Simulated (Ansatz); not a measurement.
## WH2Cl2OF3: nudged elastic band (part 1 of 2)

System: WH2Cl2OF3, multiplicity 2.
Method: UKS PBE/def2-SVP (Ansatz 0.2.0).

It belongs to a series of runs on one base structure; here: band between the two ends.

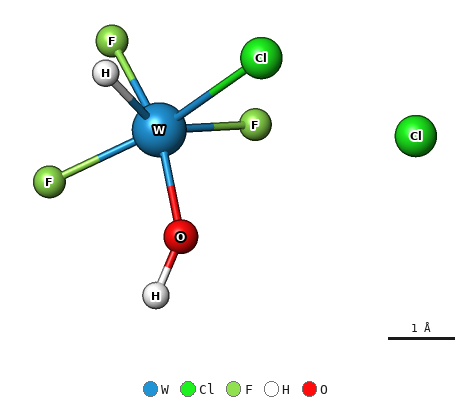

Figure 1. The structure as given in the input (ball-and-stick view, seen at a tilt). Sticks mark near contacts.

The input:
```yaml
crystal:
  periodic: [false, false, false]
  atoms:
    - { symbol: W, position_ang: [0.019762, -0.067967, 0.24301] }
    - { symbol: Cl, position_ang: [0.523991, 0.931589, 2.337852] }
    - { symbol: F, position_ang: [1.662066, -0.230196, -0.636678] }
    - { symbol: H, position_ang: [0.341468, 1.601892, 0.054791] }
    - { symbol: O, position_ang: [-1.793823, -0.054211, 0.640667] }
    - { symbol: H, position_ang: [-2.663581, -0.146162, 0.2077] }
    - { symbol: F, position_ang: [0.563688, -1.614676, 1.166761] }
    - { symbol: F, position_ang: [-0.60396, -0.017096, -1.536075] }
    - { symbol: Cl, position_ang: [-0.416711, -0.659473, 4.235672] }
magnetization:
  spin_polarized: true
  initial_magnetization: 1
basis:
  gaussian: { orbitals: def2-SVP }
hamiltonian:
  xc: pbe
neb:
  order_check: false
  images: 9
  f_tol: 0.05
  max_iterations: 56
  final_atoms:
    - { symbol: W, position_ang: [0.03735975, -0.25596745, -0.02764225] }
    - { symbol: Cl, position_ang: [0.80106283, -0.03286934, 2.40263481] }
    - { symbol: F, position_ang: [1.70346434, 0.40969609, -0.59826118] }
    - { symbol: H, position_ang: [-0.01717735, 1.33989736, 0.54188378] }
    - { symbol: O, position_ang: [-1.60729047, -0.3433358, 0.72884783] }
    - { symbol: H, position_ang: [-1.89364699, 0.00014697, 1.69875012] }
    - { symbol: F, position_ang: [0.80653834, -1.91733363, 0.38841508] }
    - { symbol: F, position_ang: [-0.60661953, -0.11057549, -1.76361065] }
    - { symbol: Cl, position_ang: [-1.59079092, 0.65404128, 3.34268246] }
  initial_path:
    images:
      - { positions_ang: [[0.019762, -0.067967, 0.24301], [0.523991, 0.931589, 2.337852], [1.662066, -0.230196, -0.636678], [0.341468, 1.601892, 0.054791], [-1.793823, -0.054211, 0.640667], [-2.663581, -0.146162, 0.2077], [0.563688, -1.614676, 1.166761], [-0.60396, -0.017096, -1.536075], [-0.416711, -0.659473, 4.235672]] }
      - { positions_ang: [[0.0125734, -0.05962915, 0.19319892], [0.42720607, 0.75988862, 2.39657846], [1.69632157, -0.18685207, -0.51853644], [0.26728064, 1.62000606, 0.02973022], [-1.82619494, -0.05130918, 0.51969794], [-2.58518762, -0.14347417, 0.36428949], [0.45057263, -1.66672531, 0.94606772], [-0.49428735, -0.03285848, -1.59972286], [-0.31538441, -0.49534631, 4.38239654]] }
      - { positions_ang: [[0.00538481, -0.0512913, 0.14338784], [0.33042114, 0.58818823, 2.45530492], [1.73057714, -0.14350813, -0.40039488], [0.19309328, 1.63812013, 0.00466945], [-1.85856688, -0.04840737, 0.39872888], [-2.50679424, -0.14078635, 0.52087899], [0.33745726, -1.71877463, 0.72537445], [-0.38461469, -0.04862096, -1.66337072], [-0.21405782, -0.33121962, 4.52912108]] }
      - { positions_ang: [[-0.00180379, -0.04295345, 0.09357676], [0.23363622, 0.41648785, 2.51403138], [1.76483271, -0.1001642, -0.28225332], [0.11890592, 1.65623419, -0.02039133], [-1.89093882, -0.04550555, 0.27775982], [-2.42840086, -0.13809852, 0.67746848], [0.22434189, -1.77082394, 0.50468117], [-0.27494204, -0.06438344, -1.72701859], [-0.11273122, -0.16709294, 4.67584562]] }
      - { positions_ang: [[-0.00899239, -0.03461559, 0.04376568], [0.13685129, 0.24478746, 2.57275784], [1.79908829, -0.05682027, -0.16411176], [0.04471856, 1.67434825, -0.0454521], [-1.92331077, -0.04260374, 0.15679076], [-2.35000748, -0.1354107, 0.83405797], [0.11122652, -1.82287326, 0.2839879], [-0.16526939, -0.08014591, -1.79066645], [-0.01140463, -0.00296625, 4.82257016]] }
      - { positions_ang: [[-0.01618098, -0.02627774, -0.0060454], [0.04006636, 0.07308708, 2.63148429], [1.83334386, -0.01347633, -0.04597021], [-0.0294688, 1.69246231, -0.07051288], [-1.95568271, -0.03970192, 0.0358217], [-2.2716141, -0.13272287, 0.99064747], [-0.00188885, -1.87492257, 0.06329462], [-0.05559673, -0.09590839, -1.85431431], [0.08992196, 0.16116044, 4.9692947]] }
      - { positions_ang: [[-0.00547284, -0.07221568, -0.01036477], [0.19226566, 0.05189579, 2.5857144], [1.80736795, 0.07115815, -0.1564284], [-0.02701051, 1.62194932, 0.05196646], [-1.88600426, -0.1004287, 0.17442693], [-2.19602068, -0.1061489, 1.132268], [0.15979659, -1.88340478, 0.12831872], [-0.16580129, -0.09884181, -1.83617358], [-0.24622062, 0.25973661, 4.64397225]] }
      - { positions_ang: [[0.00523531, -0.11815363, -0.01468414], [0.34446495, 0.03070451, 2.5399445], [1.78139205, 0.15579264, -0.2668866], [-0.02455222, 1.55143633, 0.17444579], [-1.81632581, -0.16115547, 0.31303215], [-2.12042726, -0.07957493, 1.27388853], [0.32148203, -1.89188699, 0.19334281], [-0.27600585, -0.10177523, -1.81803284], [-0.58236319, 0.35831278, 4.3186498]] }
      - { positions_ang: [[0.01594345, -0.16409157, -0.01900351], [0.49666425, 0.00951323, 2.49417461], [1.75541615, 0.24042712, -0.37734479], [-0.02209393, 1.48092334, 0.29692512], [-1.74664736, -0.22188225, 0.45163738], [-2.04483383, -0.05300096, 1.41550906], [0.48316746, -1.90036921, 0.2583669], [-0.38621041, -0.10470865, -1.79989211], [-0.91850577, 0.45688895, 3.99332735]] }
      - { positions_ang: [[0.0266516, -0.21002951, -0.02332288], [0.64886354, -0.01167805, 2.44840471], [1.72944025, 0.32506161, -0.48780299], [-0.01963564, 1.41041035, 0.41940445], [-1.67696891, -0.28260902, 0.5902426], [-1.96924041, -0.026427, 1.55712959], [0.6448529, -1.90885142, 0.32339099], [-0.49641497, -0.10764207, -1.78175138], [-1.25464835, 0.55546511, 3.66800491]] }
      - { positions_ang: [[0.03735975, -0.25596745, -0.02764225], [0.80106283, -0.03286934, 2.40263481], [1.70346434, 0.40969609, -0.59826118], [-0.01717735, 1.33989736, 0.54188378], [-1.60729047, -0.3433358, 0.72884783], [-1.89364699, 0.00014697, 1.69875012], [0.80653834, -1.91733363, 0.38841508], [-0.60661953, -0.11057549, -1.76361065], [-1.59079092, 0.65404128, 3.34268246]] }
```

Run as:
```bash
ansatz run input.yaml --threads 4 --pin off --max-ram 5120MiB --backend cpu --events-out ev --progress --plain --runs-dir out
```

Output:
```
Engine: ansatz 0.2.0, aarch64-unknown-linux-gnu
Functional definition: PBE
  parameter kappa = 0.804
  parameter beta = 0.06672455060314922
  exchange = pbe_x(kappa = kappa, mu = beta*pi^2/3)
  correlation = pbe_c(beta = beta)
1400 factors; their error is unknown
mean field evaluation 1: about -37057.6845 eV, gradient 5.9e1 eV
mean field evaluation 2: about -36730.1657 eV, gradient 2.3e2 eV
mean field evaluation 4: about -37063.9640 eV, gradient 4.0e1 eV
mean field evaluation 8: about -37070.7618 eV, gradient 2.0e0 eV
mean field evaluation 16: about -37070.7055 eV, gradient 6.0e-3 eV
mean field evaluation 32: about -37063.6512 eV, gradient 2.3e1 eV
mean field evaluation 64: about -37062.3022 eV, gradient 1.7e1 eV
mean field evaluation 96: about -37070.5442 eV, gradient 3.3e0 eV
mean field -37070.70554223 eV, -1362.3233012504 hartree, gradient 3.9e-5 eV, S^2 0.751891; 6 other end points of the search recorded, 0 dependent functions left out
the calculation of the forces begins
reference -37070.70561156 eV, -1362.3233037979 hartree; 43, 42 occupied and 91, 92 virtual orbitals, 1400 factors
1400 factors; their error is unknown
mean field evaluation 128: about -37070.6328 eV, gradient 2.1e0 eV
mean field -37071.14938869 eV, -1362.3396123066 hartree, gradient 1.8e-5 eV, S^2 0.751406; 2 other end points of the search recorded, 0 dependent functions left out
[... from here on the field's lines of each further geometry are left out, up to the last ...]
NEB iter   1: max|band force component| = 4.998e1 eV/Å  barrier→ = 6.0025 eV  barrier← = 6.4464 eV  Δτ_max = 0.2000 Å  (2178 SCF iters)
NEB iter   2: max|band force component| = 3.918e0 eV/Å  barrier→ = 0.9075 eV  barrier← = 1.3514 eV  Δτ_max = 0.2000 Å  (444 SCF iters)
NEB iter   3: max|band force component| = 1.964e0 eV/Å  barrier→ = 0.6827 eV  barrier← = 1.1265 eV  Δτ_max = 0.2000 Å  (434 SCF iters)
NEB iter   4: max|band force component| = 7.936e-1 eV/Å  barrier→ = 0.5053 eV  barrier← = 0.9491 eV  Δτ_max = 0.1844 Å  (426 SCF iters)
NEB iter   5: max|band force component| = 3.591e-1 eV/Å  barrier→ = 0.4656 eV  barrier← = 0.9095 eV  CI = image 4  Δτ_max = 0.2000 Å  (419 SCF iters)
NEB iter   6: max|band force component| = 3.813e-1 eV/Å  barrier→ = 0.4199 eV  barrier← = 0.8637 eV  CI = image 5  Δτ_max = 0.1002 Å  (415 SCF iters)
NEB iter   7: max|band force component| = 2.976e-1 eV/Å  barrier→ = 0.3968 eV  barrier← = 0.8406 eV  CI = image 5  Δτ_max = 0.1018 Å  (415 SCF iters)
NEB iter   8: max|band force component| = 2.269e-1 eV/Å  barrier→ = 0.3702 eV  barrier← = 0.8140 eV  CI = image 5  Δτ_max = 0.1012 Å  (405 SCF iters)
NEB iter   9: max|band force component| = 2.192e-1 eV/Å  barrier→ = 0.3431 eV  barrier← = 0.7869 eV  CI = image 5  Δτ_max = 0.1020 Å  (380 SCF iters)
NEB iter  10: max|band force component| = 2.211e-1 eV/Å  barrier→ = 0.3154 eV  barrier← = 0.7593 eV  CI = image 5  Δτ_max = 0.2000 Å  (377 SCF iters)
NEB iter  11: max|band force component| = 3.036e-1 eV/Å  barrier→ = 0.2584 eV  barrier← = 0.7022 eV  CI = image 5  Δτ_max = 0.1009 Å  (396 SCF iters)
NEB iter  12: max|band force component| = 4.268e-1 eV/Å  barrier→ = 0.2261 eV  barrier← = 0.6699 eV  CI = image 5  Δτ_max = 0.0502 Å  (359 SCF iters)
NEB iter  13: max|band force component| = 4.157e-1 eV/Å  barrier→ = 0.2092 eV  barrier← = 0.6530 eV  CI = image 5  Δτ_max = 0.0501 Å  (356 SCF iters)
NEB iter  14: max|band force component| = 3.084e-1 eV/Å  barrier→ = 0.1916 eV  barrier← = 0.6355 eV  CI = image 5  Δτ_max = 0.0501 Å  (359 SCF iters)
NEB iter  15: max|band force component| = 3.152e-1 eV/Å  barrier→ = 0.1734 eV  barrier← = 0.6173 eV  CI = image 5  Δτ_max = 0.0502 Å  (359 SCF iters)
NEB iter  16: max|band force component| = 3.230e-1 eV/Å  barrier→ = 0.1547 eV  barrier← = 0.5986 eV  CI = image 5  Δτ_max = 0.1005 Å  (359 SCF iters)
NEB iter  17: max|band force component| = 3.540e-1 eV/Å  barrier→ = 0.1148 eV  barrier← = 0.5587 eV  CI = image 5  Δτ_max = 0.2000 Å  (358 SCF iters)
NEB iter  18: max|band force component| = 4.425e-1 eV/Å  barrier→ = 0.0255 eV  barrier← = 0.4694 eV  CI = image 5  Δτ_max = 0.2000 Å  (380 SCF iters)
NEB iter  19: max|band force component| = 1.547e0 eV/Å  barrier→ = 0.0018 eV  barrier← = 0.4456 eV  CI = image 1  Δτ_max = 0.2000 Å  (363 SCF iters)
NEB iter  20: max|band force component| = 1.239e0 eV/Å  barrier→ = 0.0021 eV  barrier← = 0.4459 eV  CI = image 1  Δτ_max = 0.2000 Å  (375 SCF iters)
NEB iter  21: max|band force component| = 8.247e-1 eV/Å  barrier→ = 0.0051 eV  barrier← = 0.4490 eV  CI = image 1  Δτ_max = 0.1996 Å  (390 SCF iters)
NEB iter  22: max|band force component| = 7.625e-1 eV/Å  barrier→ = 0.0045 eV  barrier← = 0.4483 eV  CI = image 1  Δτ_max = 0.1984 Å  (373 SCF iters)
NEB iter  23: max|band force component| = 5.470e-1 eV/Å  barrier→ = 0.0043 eV  barrier← = 0.4481 eV  CI = image 1  Δτ_max = 0.1979 Å  (366 SCF iters)
NEB iter  24: max|band force component| = 7.842e-1 eV/Å  barrier→ = 0.0042 eV  barrier← = 0.4481 eV  CI = image 1  Δτ_max = 0.0993 Å  (364 SCF iters)
NEB iter  25: max|band force component| = 2.748e-1 eV/Å  barrier→ = 0.0042 eV  barrier← = 0.4480 eV  CI = image 1  Δτ_max = 0.0521 Å  (350 SCF iters)
NEB iter  26: max|band force component| = 1.880e-1 eV/Å  barrier→ = 0.0042 eV  barrier← = 0.4480 eV  CI = image 1  Δτ_max = 0.0262 Å  (351 SCF iters)
NEB iter  27: max|band force component| = 1.201e-1 eV/Å  barrier→ = 0.0042 eV  barrier← = 0.4480 eV  CI = image 1  Δτ_max = 0.0193 Å  (347 SCF iters)
NEB iter  28: max|band force component| = 6.570e-2 eV/Å  barrier→ = 0.0042 eV  barrier← = 0.4480 eV  CI = image 1  Δτ_max = 0.0436 Å  (346 SCF iters)
NEB iter  29: max|band force component| = 8.464e-2 eV/Å  barrier→ = 0.0042 eV  barrier← = 0.4480 eV  CI = image 1  Δτ_max = 0.0218 Å  (347 SCF iters)
the calculation of the forces begins
reference -37071.14250573 eV, -1362.3393593627 hartree; 43, 42 occupied and 91, 92 virtual orbitals, 1400 factors
1400 factors; their error is unknown
mean field evaluation 3264: about -37070.7014 eV, gradient 2.5e-5 eV
mean field evaluation 3296: about -37066.9431 eV, gradient 6.7e0 eV
mean field evaluation 3328: about -37069.5451 eV, gradient 4.0e0 eV
mean field -37070.70136875 eV, -1362.3231478776 hartree, gradient 1.2e-5 eV, S^2 0.751684; 7 other end points of the search recorded, 0 dependent functions left out
the calculation of the forces begins
reference -37070.70143795 eV, -1362.3231504206 hartree; 43, 42 occupied and 91, 92 virtual orbitals, 1400 factors
NEB iter  30: max|band force component| = 4.372e-2 eV/Å  barrier→ = 0.0042 eV  barrier← = 0.4480 eV  CI = image 1  Δτ_max = 0.0000 Å  (1611 SCF iters)
```
